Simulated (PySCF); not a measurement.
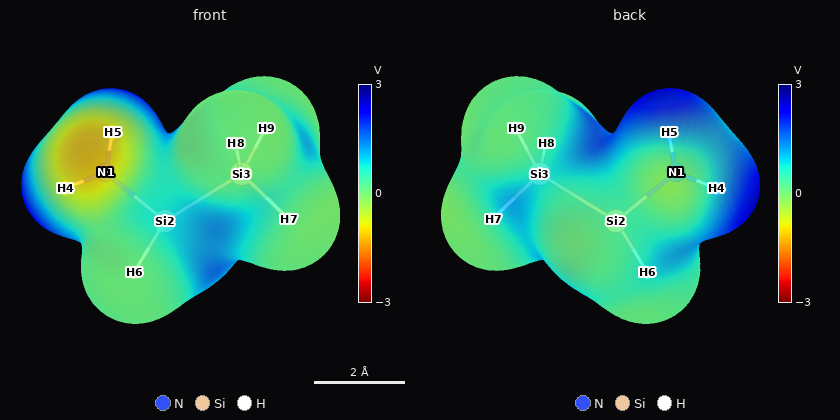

*H₆NSi₂ (doublet). The molecular electrostatic potential painted on the density surface at 0.004 e/bohr³, seen from the front and from behind; red is negative and blue positive.*

Geometry: GFN2-xTB.

Method: PySCF 2.14.0, density-fitted response routines, UKS B3LYP, pcH-1 on H N Si, non-relativistic, mean-field spin-orbit, GIAO.

Input

```
{"job": {"kind": "epr", "basis": "pcH-1"}, "charge": 0, "multiplicity": 2}
N     -1.773212     0.305715     0.040108
Si    -0.495297    -0.861841     0.185827
Si     1.519486     0.127030    -0.213365
H     -2.698346     0.090746     0.373363
H     -1.832087     0.876429    -0.787515
H     -0.824595    -1.446197     1.498464
H      2.538202    -0.908174    -0.000524
H      2.011227     1.311053     0.510619
H      1.568183     0.511233    -1.632157
```

Launched as:

```sh
OMP_NUM_THREADS=1 python probes_run.py task.json out
```

Question: Describe the electrostatic potential map.

Answer: The most negative region (about −1.3 V) lies over N1, the most positive (about +2.5 V) over H4 and H5. N1 is the likeliest acceptor of a hydrogen bond.
